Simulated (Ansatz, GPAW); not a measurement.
## A 8-layer slab of Rh(100): converging a work function

Aim: the settings at which the work function of a 8-layer slab of Rh(100) stops moving.

Program: GPAW 26.7.0 and Ansatz 0.2.0. Level of theory: Ansatz plane waves; slab in vacuum with a dipole correction, relaxation, in the first sound run; inputs show where later runs differ. Results are calculated unless marked as measured.

## (1) Set-up

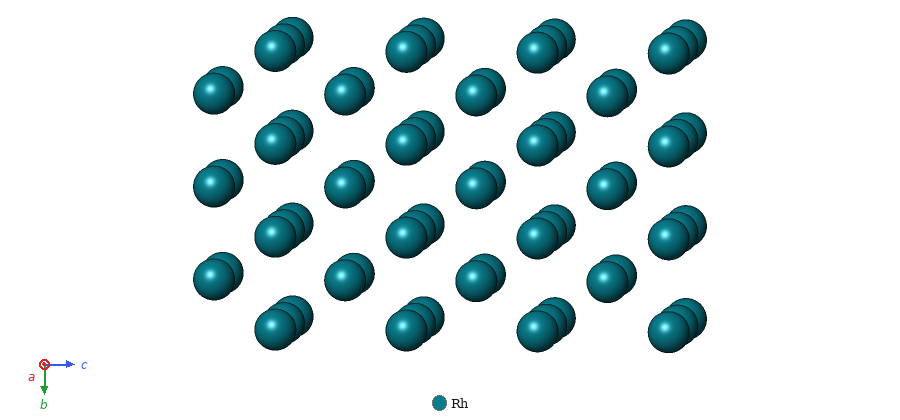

The cell as given, from the side, with the c axis across the page (rhodium blue). 2×3×1 cells are drawn. Some periodic images of atoms are drawn too.

The cell holds 8 atoms: 8 Rh. Cell: a = 2.687 Å, b = 2.687 Å, c = 31.300 Å, α = 90.0°, β = 90.0°, γ = 90.0°. Vacuum lies along c.

## (2) Relaxation

Forces are removed first; all later runs use this geometry. The lowest 4 atoms are held at bulk positions and keep their forces.

Contents of input.yaml:

```yaml
crystal:
  lattice:
    - [2.6870057685, 0.0, 0.0]
    - [0.0, 2.6870057685, 0.0]
    - [0.0, 0.0, 31.3]
  atoms:
    - { symbol: Rh, position: [0.5, 0.5, 0.2875399361] }
    - { symbol: Rh, position: [0.0, 0.0, 0.3482428115] }
    - { symbol: Rh, position: [0.5, 0.5, 0.4089456869] }
    - { symbol: Rh, position: [0.0, 0.0, 0.4696485623] }
    - { symbol: Rh, position: [0.5, 0.5, 0.5303514377] }
    - { symbol: Rh, position: [0.0, 0.0, 0.5910543131] }
    - { symbol: Rh, position: [0.5, 0.5, 0.6517571885] }
    - { symbol: Rh, position: [0.0, 0.0, 0.7124600639] }
kpoints:
  mp_grid: { grid: [12, 12, 1] }
hamiltonian:
  xc: pbe
scf:
  occupations: { method: fermi_dirac, width: 0.1 }
efield:
  axis: 3
  dipole_correction: true
  ramp_width: 0.05
relax:
  f_tol: 0.02
  max_steps: 60
  constraints: [{ sites: [0, 1, 2, 3] }]
output:
  write_potential: true
  write_density: true
  volumetric_format: npy
```

The run is started by

```bash
$ ansatz run input.yaml --threads 4 --pin off --max-ram 8192MiB --backend cpu --events-out ev --progress --plain --runs-dir out
```

Numbers of over 12 decimals in the logs are rounded to 6 here.

Output:

```text
Engine: ansatz 0.2.0, x86_64-unknown-linux-gnu
Pseudopotentials: kind: paw
Pseudopotential: Rh, paw, valence charge 17, recommended cutoff 420 eV (normal), Rh.paw.azcp
Functional definition: PBE
  parameter kappa = 0.804
  parameter beta = 0.066725
  exchange = pbe_x(kappa = kappa, mu = beta*pi^2/3)
  correlation = pbe_c(beta = beta)
Crystal: 8 atoms, lattice volume = 225.986 Å³
Basis set: ecut = 420 eV, 4469 PW (Γ), exchange–correlation on 36×36×432 points (8 copies of the dense FFT grid, shifted against one another)
Bands: 82, of which v1, the nominal top of the filled ones, is band 68 counted from 1 (67 counted from 0)
Symmetry: 8 space group operations
k-points: 28 of 144
Non-local potential: Rh, projectors of the file, l = 0: 3, l = 1: 2, l = 2: 2, l = 3: 1
PAW form: soft (Blöchl's): semilocal exchange-correlation on the pseudo side does not see the compensation charge
PAW one-centre angular grid: Rh, 590 points (default); XC on 64 Gauss nodes
Initial density: superposition of atomic densities (neutral atoms: chi_scale 0, normalization atom), corrected by the library's trained network
Initial wavefunctions: pseudopotential atomic-orbital guess
Functional: x = pbe(κ = 0.804, μ = 0.219515), c = pbe(β = 0.066725)
SCF iter   1: F=—  HF=-51221.080854 eV  |F-HF|=—  |Δ(HF+E_count)|=         —  Δρ=4.83e-3  dr2=3.17e-1  ethr=1.77e-3  p=0.000 e·Å  D=5.25e-13 V/Å  ΔV_dip=-0.00 eV  dr2_dipole=3.31e-7  V_vac-E_F(+/−)=4.74/4.74 eV  ⟨swp⟩=7.7  Hψ=10307  notcnv=0  defer=21
efield: sawtooth ramp at fractional position 0.9750 (placed from the atoms, in the widest stretch of the axis that holds none; the zero of the levels goes with the place), width 0.0500; the density the first Hamiltonian is built on has a dipole p = 0.000 e·Å; the dipole correction subtracts the counter field D = 5.25e-13 V/Å, which shifts the + side's vacuum level by -0.00 eV against the − side's; the planar-averaged density in the ramp window peaks in size at 4.4e-6 e/Å³
preconditioner: auto → LDOS  [metal: Δε(μ)=0.001 eV  Ē_g=5.724 eV  σ=0.100 eV  W_gap=0.00  n_scr=60 (ndim 8)  ℏωp=21.0 eV  f_vac=0.475  D(μ)=12.05/eV (n_scr^D=114)  β→1.0]
SCF iter   2: F=—  HF=-51221.079056 eV  |F-HF|=—  |Δ(HF+E_count)|=   1.80e-3  Δρ=3.35e-3  dr2=2.33e-2  ethr=2.33e-4  p=-0.000 e·Å  D=-2.90e-5 V/Å  ΔV_dip=0.00 eV  dr2_dipole=1.71e-5  V_vac-E_F(+/−)=5.05/5.04 eV  ⟨swp⟩=2.1  Hψ=3019  notcnv=0  defer=41
SCF iter   3: F=—  HF=-51221.075351 eV  |F-HF|=—  |Δ(HF+E_count)|=   3.70e-3  Δρ=1.12e-3  dr2=4.66e-3  ethr=1.71e-5  p=0.000 e·Å  D=2.97e-5 V/Å  ΔV_dip=-0.00 eV  dr2_dipole=5.21e-7  V_vac-E_F(+/−)=5.00/5.00 eV  ⟨swp⟩=3.5  Hψ=5200  notcnv=0  defer=41
SCF iter   4: F=—  HF=-51221.074697 eV  |F-HF|=—  |Δ(HF+E_count)|=   6.54e-4  Δρ=3.51e-4  dr2=3.38e-4  ethr=3.43e-6  p=0.000 e·Å  D=1.98e-6 V/Å  ΔV_dip=-0.00 eV  dr2_dipole=2.62e-8  V_vac-E_F(+/−)=5.02/5.02 eV  ⟨swp⟩=2.0  Hψ=3132  notcnv=0  defer=41
SCF iter   5: F=—  HF=-51221.074690 eV  |F-HF|=—  |Δ(HF+E_count)|=   6.97e-6  Δρ=7.26e-5  dr2=5.28e-5  ethr=2.48e-7  p=0.000 e·Å  D=3.67e-6 V/Å  ΔV_dip=-0.00 eV  dr2_dipole=4.01e-8  V_vac-E_F(+/−)=5.04/5.04 eV  ⟨swp⟩=2.0  Hψ=3279  notcnv=0  defer=41
SCF iter   6: F=-51221.074697 eV  HF=-51221.074699 eV  |F-HF|=2.52e-6  |Δ(HF+E_count)|=   9.20e-6  Δρ=3.01e-5  dr2=4.29e-6  ethr=7.35e-9  p=0.000 e·Å  D=2.06e-6 V/Å  ΔV_dip=-0.00 eV  dr2_dipole=5.90e-8  V_vac-E_F(+/−)=5.04/5.04 eV  ⟨swp⟩=13.2  Hψ=22010  notcnv=0
SCF 1 converged in 6 iterations: F = -51221.074697 eV  dr2 = 4.29e-6
  Residual-converged pass: ⟨swp⟩=1.0  Hψ=2408  notcnv=0  max |occ|·‖R‖ = 7.0e-9 eV (tolerance 1.0e-8 eV)  dr2=4.29e-6  dr2_onsite=1.55e-7  max |Δocc| = 8.0e-11
  greatest PAW one-centre occupation: 1.000 electrons in one spin orbital (limit 2), on the Rh atom at site 5 (counted from 0), in its partial waves of l = 0
relax step   1: F+E_penalty+E_count = -51221.07469687 eV  Δ(F+E_penalty+E_count) = +0.000e0 eV  max|allowed force component| = 5.462e-1 eV/Å  Δτ_max = 0.0000 Å  (6 SCF iters, dr2 threshold 1.00e-5 eV, accepted)
Initial density: handed on by an earlier stage of this run
Initial wavefunctions: those handed on with the density
iter 1 solved again at ethr=5.80e-4 eV; its pass at ethr=3.10e-3 eV (dr2=7.88e-1 eV) is discarded
SCF iter   1: F=—  HF=-51221.128531 eV  |F-HF|=—  |Δ(HF+E_count)|=         —  Δρ=1.31e-2  dr2=7.86e-1  ethr=5.80e-4  p=0.000 e·Å  D=1.86e-6 V/Å  ΔV_dip=-0.00 eV  dr2_dipole=1.67e-1  V_vac-E_F(+/−)=5.04/5.04 eV  ⟨swp⟩=1.2  Hψ=8681  notcnv=0  defer=33
efield: sawtooth ramp at fractional position 0.9750 (handed on by an earlier solve), width 0.0500; the density the first Hamiltonian is built on has a dipole p = 0.000 e·Å; the dipole correction subtracts the counter field D = 1.86e-6 V/Å, which shifts the + side's vacuum level by -0.00 eV against the − side's; the planar-averaged density in the ramp window peaks in size at 4.3e-6 e/Å³
preconditioner: auto → LDOS  [metal: Δε(μ)=0.001 eV  Ē_g=5.713 eV  σ=0.100 eV  W_gap=0.00  n_scr=60 (ndim 8)  ℏωp=21.0 eV  f_vac=0.471  D(μ)=12.09/eV (n_scr^D=114)  β→1.0]
SCF iter   2: F=—  HF=-51221.107583 eV  |F-HF|=—  |Δ(HF+E_count)|=   2.09e-2  Δρ=6.22e-3  dr2=9.76e-2  ethr=5.78e-4  p=0.001 e·Å  D=1.03e-3 V/Å  ΔV_dip=-0.03 eV  dr2_dipole=8.12e-3  V_vac-E_F(+/−)=5.01/5.05 eV  ⟨swp⟩=2.1  Hψ=3669  notcnv=0  defer=33
SCF iter   3: F=—  HF=-51221.098363 eV  |F-HF|=—  |Δ(HF+E_count)|=   9.22e-3  Δρ=3.97e-3  dr2=5.23e-2  ethr=7.18e-5  p=-0.002 e·Å  D=-1.89e-3 V/Å  ΔV_dip=0.06 eV  dr2_dipole=2.89e-3  V_vac-E_F(+/−)=5.11/5.05 eV  ⟨swp⟩=2.9  Hψ=4832  notcnv=0  defer=34
SCF iter   4: F=—  HF=-51221.089744 eV  |F-HF|=—  |Δ(HF+E_count)|=   8.62e-3  Δρ=5.18e-4  dr2=9.44e-4  ethr=3.84e-5  p=-0.001 e·Å  D=-5.67e-4 V/Å  ΔV_dip=0.02 eV  dr2_dipole=4.01e-7  V_vac-E_F(+/−)=5.07/5.05 eV  ⟨swp⟩=2.1  Hψ=3585  notcnv=0  defer=33
SCF iter   5: F=—  HF=-51221.089784 eV  |F-HF|=—  |Δ(HF+E_count)|=   4.04e-5  Δρ=2.31e-4  dr2=2.18e-4  ethr=6.94e-7  p=-0.001 e·Å  D=-5.09e-4 V/Å  ΔV_dip=0.02 eV  dr2_dipole=7.04e-6  V_vac-E_F(+/−)=5.06/5.05 eV  ⟨swp⟩=2.8  Hψ=3968  notcnv=0  defer=38
SCF iter   6: F=—  HF=-51221.089826 eV  |F-HF|=—  |Δ(HF+E_count)|=   4.25e-5  Δρ=7.50e-5  dr2=2.96e-5  ethr=1.60e-7  p=-0.001 e·Å  D=-5.00e-4 V/Å  ΔV_dip=0.02 eV  dr2_dipole=3.84e-6  V_vac-E_F(+/−)=5.06/5.05 eV  ⟨swp⟩=1.6  Hψ=2575  notcnv=0  defer=38
SCF iter   7: F=-51221.089821 eV  HF=-51221.089832 eV  |F-HF|=1.01e-5  |Δ(HF+E_count)|=   5.12e-6  Δρ=2.69e-5  dr2=9.02e-6  ethr=1.37e-8  p=-0.001 e·Å  D=-4.72e-4 V/Å  ΔV_dip=0.01 eV  dr2_dipole=3.75e-6  V_vac-E_F(+/−)=5.06/5.05 eV  ⟨swp⟩=13.0  Hψ=21272  notcnv=0
[...]
efield: sawtooth ramp at fractional position 0.9750 (handed on by an earlier solve), width 0.0500; the density the first Hamiltonian is built on has a dipole p = -0.001 e·Å; the dipole correction subtracts the counter field D = -4.71e-4 V/Å, which shifts the + side's vacuum level by +0.01 eV against the − side's; the planar-averaged density in the ramp window peaks in size at 4.4e-6 e/Å³
preconditioner: auto → LDOS  [metal: Δε(μ)=0.005 eV  Ē_g=5.733 eV  σ=0.100 eV  W_gap=0.01  n_scr=60 (ndim 8)  ℏωp=21.0 eV  f_vac=0.472  D(μ)=12.35/eV (n_scr^D=114)  β→1.0]
SCF iter   2: F=—  HF=-51221.097906 eV  |F-HF|=—  |Δ(HF+E_count)|=   4.18e-3  Δρ=2.29e-3  dr2=1.47e-2  ethr=2.14e-4  p=-0.001 e·Å  D=-8.07e-4 V/Å  ΔV_dip=0.03 eV  dr2_dipole=1.32e-3  V_vac-E_F(+/−)=5.08/5.05 eV  ⟨swp⟩=1.6  Hψ=2938  notcnv=0  defer=36
SCF iter   3: F=—  HF=-51221.096242 eV  |F-HF|=—  |Δ(HF+E_count)|=   1.66e-3  Δρ=1.53e-3  dr2=6.55e-3  ethr=1.08e-5  p=0.000 e·Å  D=3.19e-4 V/Å  ΔV_dip=-0.01 eV  dr2_dipole=3.38e-4  V_vac-E_F(+/−)=5.04/5.05 eV  ⟨swp⟩=3.1  Hψ=4811  notcnv=0  defer=36
SCF iter   4: F=—  HF=-51221.095106 eV  |F-HF|=—  |Δ(HF+E_count)|=   1.14e-3  Δρ=1.95e-4  dr2=2.36e-4  ethr=4.82e-6  p=-0.000 e·Å  D=-3.30e-4 V/Å  ΔV_dip=0.01 eV  dr2_dipole=1.08e-6  V_vac-E_F(+/−)=5.06/5.05 eV  ⟨swp⟩=2.0  Hψ=3522  notcnv=0  defer=36
SCF iter   5: F=—  HF=-51221.095181 eV  |F-HF|=—  |Δ(HF+E_count)|=   7.50e-5  Δρ=9.09e-5  dr2=3.60e-5  ethr=1.74e-7  p=-0.000 e·Å  D=-3.34e-4 V/Å  ΔV_dip=0.01 eV  dr2_dipole=3.34e-7  V_vac-E_F(+/−)=5.06/5.05 eV  ⟨swp⟩=3.0  Hψ=4313  notcnv=0  defer=36
SCF iter   6: F=—  HF=-51221.095196 eV  |F-HF|=—  |Δ(HF+E_count)|=   1.46e-5  Δρ=3.71e-5  dr2=7.41e-6  ethr=2.65e-8  p=-0.000 e·Å  D=-3.44e-4 V/Å  ΔV_dip=0.01 eV  dr2_dipole=6.35e-7  V_vac-E_F(+/−)=5.06/5.05 eV  ⟨swp⟩=1.4  Hψ=2347  notcnv=0  defer=36
SCF iter   7: F=-51221.095198 eV  HF=-51221.095198 eV  |F-HF|=3.73e-7  |Δ(HF+E_count)|=   1.80e-6  Δρ=9.46e-6  dr2=2.92e-7  ethr=1.55e-9  p=-0.000 e·Å  D=-3.67e-4 V/Å  ΔV_dip=0.01 eV  dr2_dipole=6.18e-8  V_vac-E_F(+/−)=5.06/5.05 eV  ⟨swp⟩=12.1  Hψ=20062  notcnv=0
SCF 3 converged in 7 iterations: F = -51221.095198 eV  dr2 = 2.92e-7
relax step   3: F+E_penalty+E_count = -51221.09519804 eV  Δ(F+E_penalty+E_count) = -5.377e-3 eV  max|allowed force component| = 1.825e-2 eV/Å  Δτ_max = 0.0535 Å  (7 SCF iters, dr2 threshold 2.10e-6 eV, accepted)
iter 1 solved again at ethr=2.23e-10 eV; its pass at ethr=3.10e-3 eV (dr2=3.03e-7 eV) is discarded
SCF iter   1: F=—  HF=-51221.095637 eV  |F-HF|=—  |Δ(HF+E_count)|=         —  Δρ=9.69e-6  dr2=3.04e-7  ethr=2.23e-10  p=-0.000 e·Å  D=-3.67e-4 V/Å  ΔV_dip=0.01 eV  dr2_dipole=7.34e-8  V_vac-E_F(+/−)=5.06/5.05 eV  ⟨swp⟩=1.1  Hψ=5555  notcnv=0  defer=36
efield: sawtooth ramp at fractional position 0.9750 (handed on by an earlier solve), width 0.0500; the density the first Hamiltonian is built on has a dipole p = -0.000 e·Å; the dipole correction subtracts the counter field D = -3.67e-4 V/Å, which shifts the + side's vacuum level by +0.01 eV against the − side's; the planar-averaged density in the ramp window peaks in size at 3.1e-6 e/Å³
preconditioner: auto → LDOS  [metal: Δε(μ)=0.006 eV  Ē_g=5.731 eV  σ=0.100 eV  W_gap=0.01  n_scr=60 (ndim 8)  ℏωp=21.0 eV  f_vac=0.472  D(μ)=12.26/eV (n_scr^D=114)  β→1.0]
SCF iter   2: F=—  HF=-51221.095198 eV  |F-HF|=—  |Δ(HF+E_count)|=   4.39e-4  Δρ=7.12e-6  dr2=2.36e-7  ethr=2.23e-10  p=-0.000 e·Å  D=-3.74e-4 V/Å  ΔV_dip=0.01 eV  dr2_dipole=2.87e-9  V_vac-E_F(+/−)=5.06/5.05 eV  ⟨swp⟩=2.1  Hψ=4129  notcnv=0  defer=36
SCF iter   3: F=-51221.095198 eV  HF=-51221.095198 eV  |F-HF|=1.42e-8  |Δ(HF+E_count)|=   6.66e-8  Δρ=2.45e-6  dr2=3.35e-8  ethr=7.35e-11  p=-0.000 e·Å  D=-3.72e-4 V/Å  ΔV_dip=0.01 eV  dr2_dipole=5.01e-9  V_vac-E_F(+/−)=5.06/5.05 eV  ⟨swp⟩=9.1  Hψ=18474  notcnv=0
SCF 4 converged in 3 iterations: F = -51221.095198 eV  dr2 = 3.35e-8
relax step   4: F+E_penalty+E_count = -51221.09519829 eV  Δ(F+E_penalty+E_count) = -2.560e-7 eV  max|allowed force component| = 1.817e-2 eV/Å  Δτ_max = 0.0000 Å  (3 SCF iters, accepted)
NSCF: frozen V_eff on 28 k-points
the band table was solved once a step of the walk had ended and its energy, with any forces and stress, was formed, with the checks that follow a solve (11473 applications of the Hamiltonian). They found nothing against the state; the energy, forces and stress were not computed again (output.eigenvalues in the input reference)
WARN: The output density's exchange-correlation potential varies sharply where the density is thin. Do not read a vacuum level from v_tot or v_xc, or from such a field of the output density. On a cell that repeats whose density bears no net charge and no dipole along the vacuum's axis use v_es (v_loc + v_h of the components); under efield.dipole_correction with no amplitude use v_es + v_field, which holds any externa [...]
SCF converged after 3 iterations
Free energy (F): -51221.095198 eV
Harris-Foulkes:  -51221.095198 eV  (|F-HF|=1.42e-8)
Internal energy: -51220.687939 eV  (E = F + TS)
E sigma→0 (E₀):  -51220.891569 eV
Entropy (-TS):   -0.407259 eV (-50.907 meV/atom)
Fermi energy:    8.308792 eV
Dipole field:    D = -0.000462 V/Å  (p = -0.000577 e·Å, saw-weighted, corrected)
Work function:   Φ+ = 5.0606 eV   Φ− = 5.0462 eV
Levels:          The Fermi level and band energies are counted from a zero that moves with the ramp; work functions are not
--- Per-component energies (eV) ---
  E_band       = -2570.437593
  E_kinetic    = 4583.198771
  E_local      = -331414.143221  (includes V_loc(G=0)·N_el)
  E_nonlocal   = 2841.355477
  E_hartree    = 162907.131154
  E_xc         = -1771.767260
  E_vxc        = -2223.760293  (∫ρ·V_xc dr)
  E_paw        = -28696.940005  (= ΣΔE_a)
  E_vpaw       = -2171.337761  (= ΣTr[D̂ρ^β])
  E_aug_tail   = 0.006842  (compensation charges beyond the density's cutoff)
  E_efield     = 0.000000  (sawtooth field / dipole correction)
  E_vefield    = 0.001886  (∫n·V_field dr)
  E_ewald      = 140330.470304
  E_smearing   = -0.407259  (= −TS)
  E_closure    = -0.000000  (closes the sum)
  Σ components = -51221.095198   (vs F -51221.095198, Δ=0.00e0)
--- Forces (eV/Å), atoms counted from 1 ---
  atom   1  Rh     0.00000000     0.00000000     0.29008083
  atom   2  Rh     0.00000000     0.00000000    -0.55009147
  atom   3  Rh    -0.00000000     0.00000000    -0.04544753
  atom   4  Rh    -0.00000000     0.00000000     0.30507416
  atom   5  Rh     0.00000000     0.00000000     0.00917157
  atom   6  Rh    -0.00000000     0.00000000    -0.01817068
  atom   7  Rh    -0.00000000     0.00000000     0.01257631
  atom   8  Rh    -0.00000000     0.00000000    -0.00321633
  max |Σ_I F_I| component: 2.31e-5 eV/Å
--- Band table (eV; the first three rows and the last of 28) ---
  k-point 0: bands = [... 64 lower, 7.5632, 7.7981, 7.7991, 8.0851, 8.2903, 8.2903, 8.4031, 8.6772, ... 10 higher]
  k-point 1: bands = [... 64 lower, 7.5581, 7.7489, 7.7915, 8.0010, 8.1228, 8.1704, 8.4392, 8.4665, ... 10 higher]
  k-point 2: bands = [... 64 lower, 7.3523, 7.4293, 7.4691, 7.6326, 7.8702, 7.9496, 8.3243, 8.3692, ... 10 higher]
  k-point 27: bands = [... 64 lower, 9.2920, 9.2929, 9.3174, 9.3369, 9.3695, 9.3718, 9.7994, 9.8501, ... 10 higher]
--- Relaxed structure (4 steps of the walk, 4 accepted, 0 SCFs on fresh bases) ---
  F+E_penalty+E_count = -51221.09519829 eV   max|allowed force component| = 1.817e-2 eV/Å
  atoms:
    - { symbol: Rh, position: [0.5, 0.5, 0.2875399361] }
    - { symbol: Rh, position: [0.0, 0.0, 0.3482428115] }
    - { symbol: Rh, position: [0.5, 0.5, 0.4089456869] }
    - { symbol: Rh, position: [0.0, 0.0, 0.469649] }
    - { symbol: Rh, position: [0.5, 0.5, 0.531288] }
    - { symbol: Rh, position: [0, 0.0, 0.593062] }
    - { symbol: Rh, position: [0.5, 0.5, 0.654834] }
    - { symbol: Rh, position: [0, 0.0, 0.714115] }
```

Elapsed: 33 s, on 4 threads of Intel Xeon at 2.60GHz (Ice Lake), shared host; peak memory 0.93 GiB.

Relaxation path:

```tsv
step	energy less that of the first step (eV)	largest force component (eV/Å)
1	0.0000	0.5462
2	-0.0151	0.1834
3	-0.0205	0.0183
4	-0.0205	0.0182
```

Forces are held to the 8 operations that the run works with; a distortion that breaks them can't arise in this run.

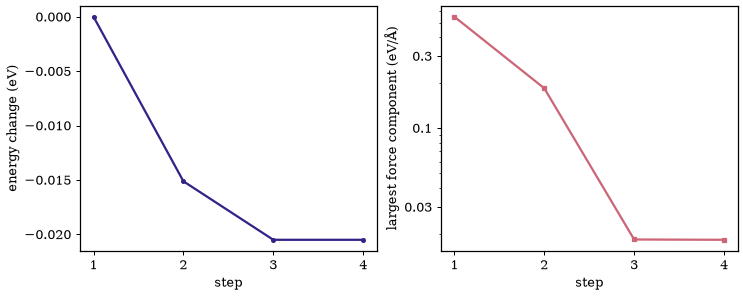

Energy and largest force along the relaxation.

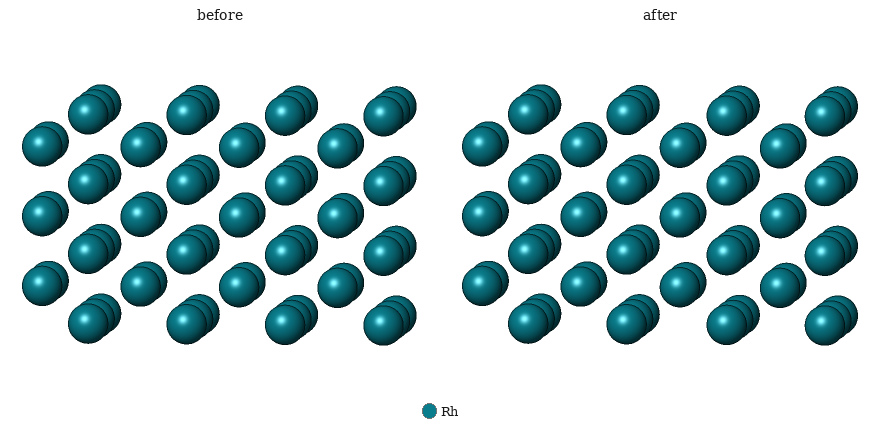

Before and after, at one scale.

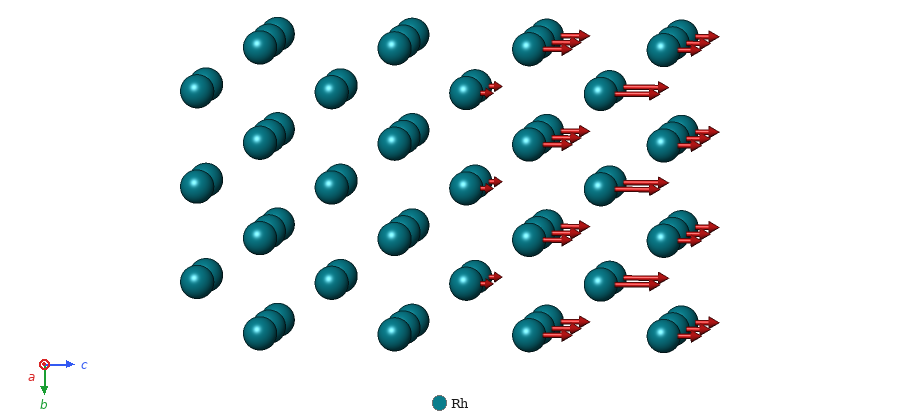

Displacements in the relaxation, exaggerated; the longest in the cell stands for 0.10 Å. 2×3×1 cells are drawn. Some periodic images of atoms are drawn too.

The atoms that moved most (Å):

```tsv
atom	dx	dy	dz	length
Rh7	0.000	0.000	0.096	0.096
Rh6	0.000	0.000	0.063	0.063
Rh8	0.000	0.000	0.052	0.052
Rh5	0.000	0.000	0.029	0.029
```

This step gave:

* free energy: -51221.0952 eV
* smearing term TS: 0.4073 eV
* symmetry operations: 8
* upper work function: 5.061 eV
* lower work function: 5.046 eV
* dipole along the normal: -5.77e-4 e·Å
* dipole field: -4.62e-4 V/Å
* vacuum level above: 13.37 eV
* vacuum level below: 13.35 eV

The electrostatic potential energy of an electron (with the applied field's), less the Fermi level, planar mean oscillates, so the rows of the table below give means over windows of 1.88 Å about each position, cut where the curve ends. Its maxima inside the range that stand out by 2 % of the span (Å: eV): 10.0: -3.22, 11.9: -3.42, 13.8: -3.38, 15.7: -2.93, 17.5: -3.10, 19.6: -2.94, 21.4: -3.76. Its minima: 9.0: -21.9, 10.9: -22.2, 12.8: -22.1, 14.6: -22.0, 16.7: -22.1, 18.5: -22.2, 20.4: -22.1, 22.3: -21.9.

Electrostatic potential energy of an electron (with the applied field's), less the Fermi level, planar mean against z; means over each step:

```tsv
z (Å)	electrostatic potential energy of an electron (with the applied field's), less the Fermi level, planar mean (eV)
0.94	5.05
2.82	5.05
4.70	5.05
6.58	4.82
8.46	-9.47
10.34	-13.0
12.22	-13.2
14.10	-13.2
15.98	-12.8
17.86	-12.7
19.74	-12.7
21.62	-13.4
23.50	-1.58
25.38	5.01
27.26	5.06
29.14	5.06
31.02	5.06
```

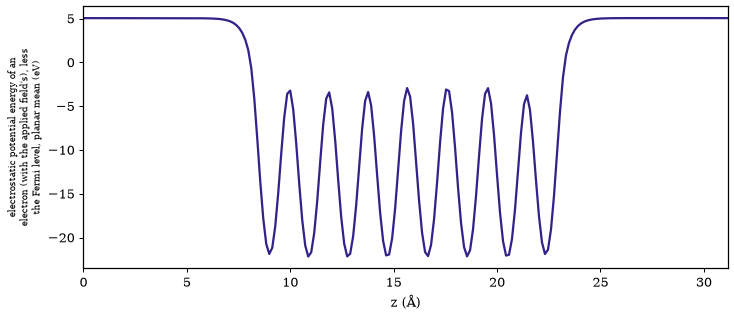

Electrostatic potential energy of an electron (with the applied field's), less the Fermi level, planar mean, plotted against z.

(Continued in part 2 of 3.)

[Logs are printed without paths, hosts, clocks, repeated set-up lines and the standing remarks that a program may print on its own settings, such as how far it seeks lower states.]

[Hosts, paths, dates, database ids (printed as entryN), source tags and the programs' standing remarks are cut or masked in the printed files.]
